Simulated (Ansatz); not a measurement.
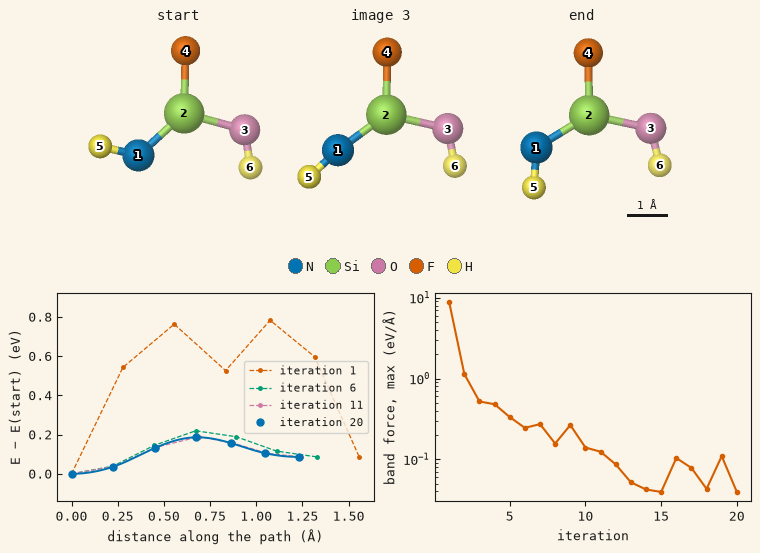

A search for the minimum-energy path of SiNH2OF by the nudged elastic band. Images are numbered from 0 (start) to 6 (end). The plot follows the band through its iterations. A ball-and-stick model, seen at a tilt.

All numbers below come from RKS PBE0-D4/def2-TZVP (Ansatz 0.2.0). Run with 5 movable images; climbing image; force threshold 0.05 eV/Å; iteration limit 60; spring constant 20.0 eV/Å²; starting path through a guess of the saddle point.

Did the band converge, and can the barrier be trusted?

Answer. The run is converged, with reservations. The band converged in 20 iterations. The largest component of the band force went from 8.8 to 0.039 eV/Å. The climbing image converged on the top of the path. Its curvatures weren't checked. The first iteration put the highest image at 0.783 eV. The highest point, image 3, lies 0.186 eV above the start and 0.100 eV above the end; the end is at +0.086 eV relative to the start.
